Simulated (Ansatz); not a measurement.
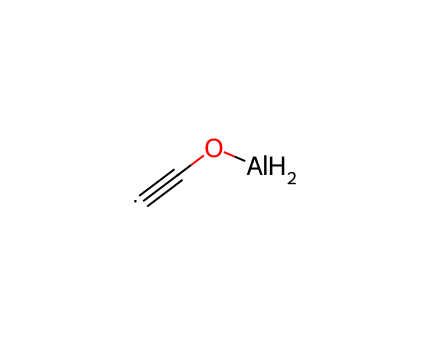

2D structure. Charge 0, doublet.

**Give its SMILES.**

[C]#C[O][AlH2]

**What is the molecular formula?**

C2H2AlO.

The parts below concern this one geometry. Atoms keep their numbers from picture to picture. The computed structure is the end point of a PBE0-D4/def2-TZVP optimisation. No frequency run is at hand to confirm it as a minimum.

Electronic properties

No frequency run is at hand to confirm it as a minimum. Level of theory: UHF-CCSD(T), frozen core/def2-TZVPP (Ansatz 0.2.0).

**What is the ⟨S²⟩ of the determinant?**

0.763.

**Give the T1 diagnostic at this level.**

0.022.

Dipole moment

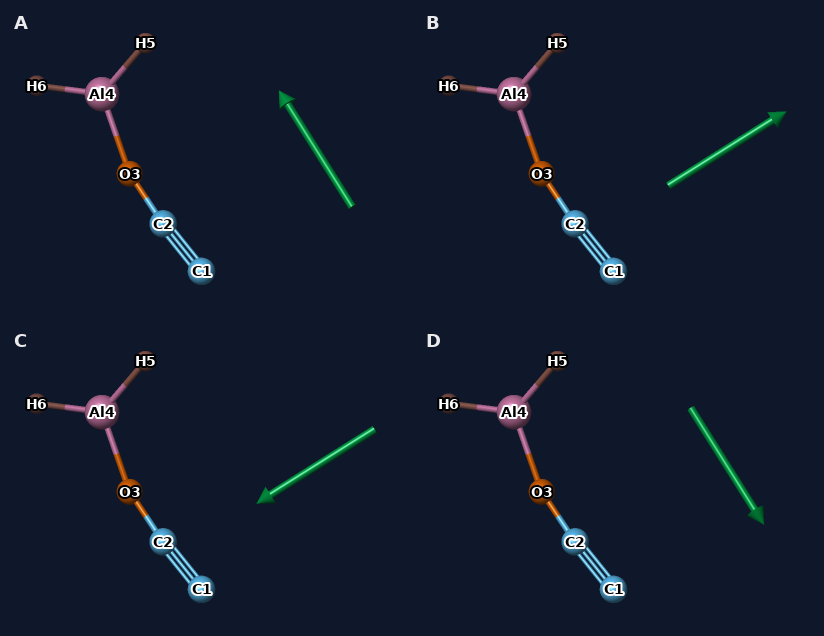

The same molecule four times, each with an arrow. No frequency run is at hand to confirm it as a minimum. Method: UKS PBE0-D4/def2-TZVP (Ansatz 0.2.0).

**Which arrow points along the dipole moment, from the negative to the positive end?**

A. The dipole moment is 5.92 D; it points from the side of C1 to the side of H6 (the outermost atoms at the two ends).

Charges

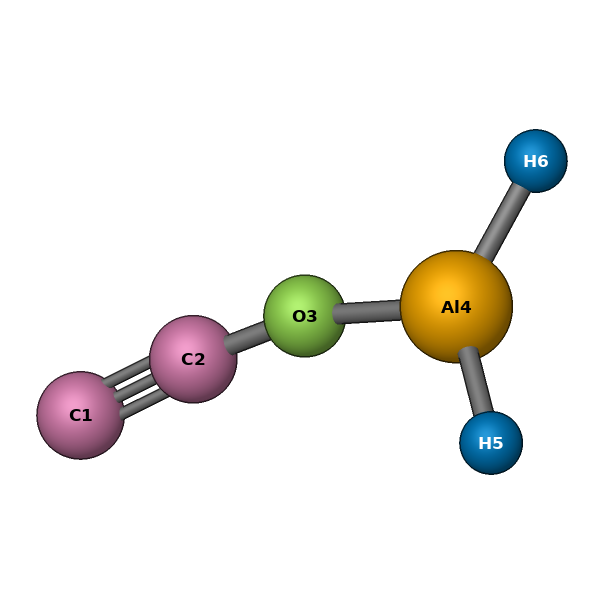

The questions are on Mulliken charges. No frequency run is at hand to confirm it as a minimum. Properties computed with UKS PBE0-D4/def2-TZVP (Ansatz 0.2.0).

**Which atom carries the highest charge (most positive or least negative)?**

Al4 (0.40 e).

**And the lowest?**

C1 (−0.32 e).

List the Mulliken charges.

```json
{"atom": "C1", "value (e)": "−0.32"}
{"atom": "C2", "value (e)": "0.22"}
{"atom": "O3", "value (e)": "−0.19"}
{"atom": "Al4", "value (e)": "0.40"}
{"atom": "H5", "value (e)": "−0.05"}
{"atom": "H6", "value (e)": "−0.06"}
```

Mulliken values depend strongly on the basis set and can even reverse the polarity of a bond.
